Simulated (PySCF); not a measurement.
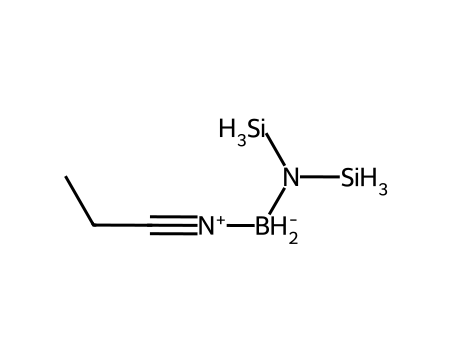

2D structure.

Write the SMILES.

CCC#[N+][BH2-]N([SiH3])[SiH3]

What is the molecular formula?

C3H13BN2Si2.

More results for the same structure follow; atom numbers are the same in all pictures, views and colours differ. Computed geometry: PBE0-D3(BJ)/def2-SVP optimisation. No frequency run is at hand to confirm it as a minimum.

Shape

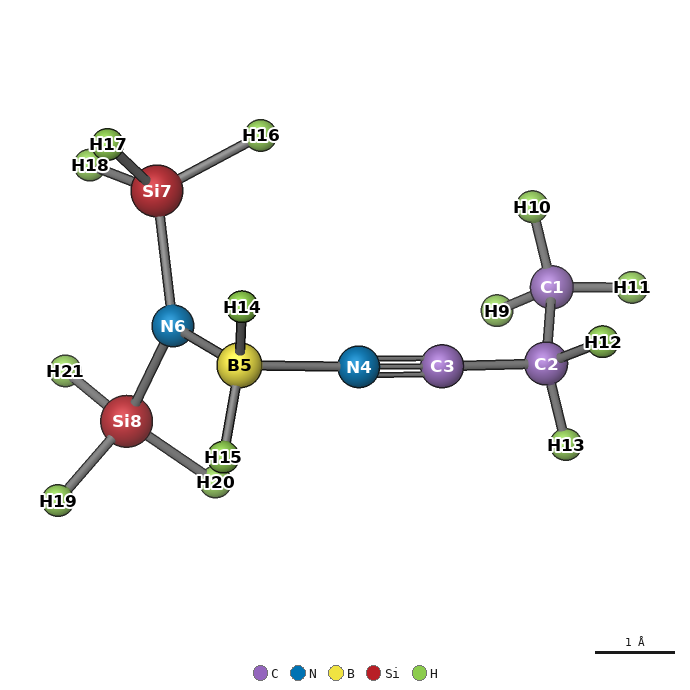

Atoms carry their numbers in the input. No frequency run is at hand to confirm it as a minimum.

Describe the coordination of atom 1.

C1 has 4 neighbours (C2 at 1.53, H9 at 1.10, H10 at 1.10, H11 at 1.10 Å); the arrangement is tetrahedral.

How are the neighbours of atom 8 arranged?

Si8 has 4 neighbours (N6 at 1.73, H19 at 1.50, H20 at 1.50, H21 at 1.50 Å); the arrangement is tetrahedral.

Describe the coordination of atom 4.

N4 has 2 neighbours (C3 at 1.15, B5 at 1.59 Å); the arrangement is linear.

How are the neighbours of atom 3 arranged?

C3 has 2 neighbours (C2 at 1.45, N4 at 1.15 Å); the arrangement is linear.

What is the dihedral angle N4–B5–N6–Si7?

88° in size, that is about perpendicular.

Electronic properties

No frequency run is at hand to confirm it as a minimum. Level of theory: ωB97X-D/def2-SVPD, gas phase (PySCF 2.14.0). Excitations: vertical, linear response.

Give the lowest vertical singlet excitation at this level.

5.50 eV.

Estimate the mean static polarisability.

122.4 bohr³.

Give the LUMO energy (Kohn–Sham orbital) at this level.

0.92 eV.

Estimate the HOMO energy (Kohn–Sham orbital).

−8.42 eV.

Quadrupole coupling

No frequency run is at hand to confirm it as a minimum. Electric field gradients from the ground-state density, PBE0/pcSseg-1 (PySCF 2.14.0), non-relativistic apart from any core potentials.

Give the largest field-gradient component, the quadrupole coupling constant and the asymmetry for 14N at N4 (Q = 20.44 mb), 11B at B5 (Q = 40.59 mb), 14N at N6 (Q = 20.44 mb).

```json
{"atom": "N4", "V_zz (a.u.)": "−0.474", "e²qQ/h (MHz)": "−2.28", "η": "0.04"}
{"atom": "B5", "V_zz (a.u.)": "0.263", "e²qQ/h (MHz)": "2.50", "η": "0.37"}
{"atom": "N6", "V_zz (a.u.)": "−0.589", "e²qQ/h (MHz)": "−2.83", "η": "0.10"}
```

NMR shielding

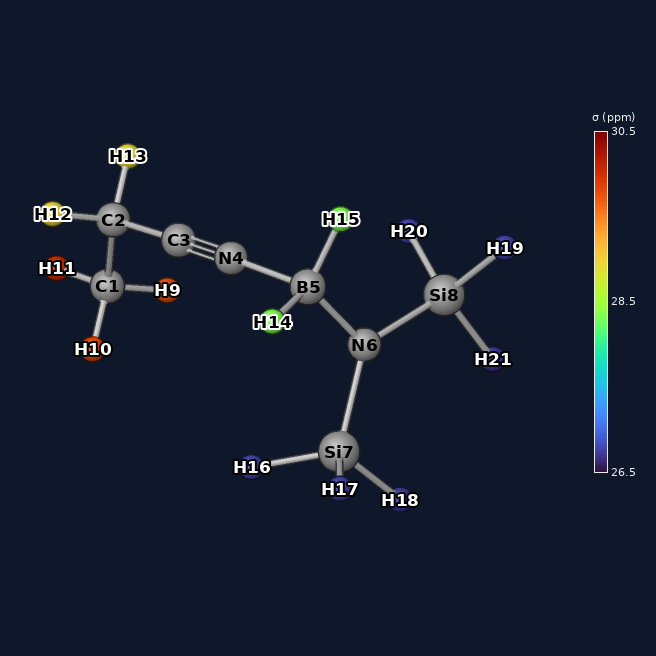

Atoms are coloured by their isotropic NMR shieldings (H only, the others grey). No frequency run is at hand to confirm it as a minimum. Level of theory: GIAO CAM-B3LYP/pcSseg-1 NMR shielding, non-relativistic, gas phase (PySCF 2.14.0).

Which H atom is the most shielded (lowest chemical shift)?

H11 (30.03 ppm).

Which H atom is the least shielded (highest chemical shift)?

H18, H21 (26.73 ppm).

How wide is the range of H shifts?

3.30 ppm.

List the isotropic NMR shieldings of the H atoms.

| atom | σ (ppm) |
| --- | --- |
| H9 | 29.76 |
| H10 | 29.79 |
| H11 | 30.03 |
| H12 | 28.97 |
| H13 | 28.92 |
| H14 | 28.35 |
| H15 | 28.34 |
| H16 | 26.79 |
| H17 | 26.77 |
| H18 | 26.73 |
| H19 | 26.77 |
| H20 | 26.79 |
| H21 | 26.73 |
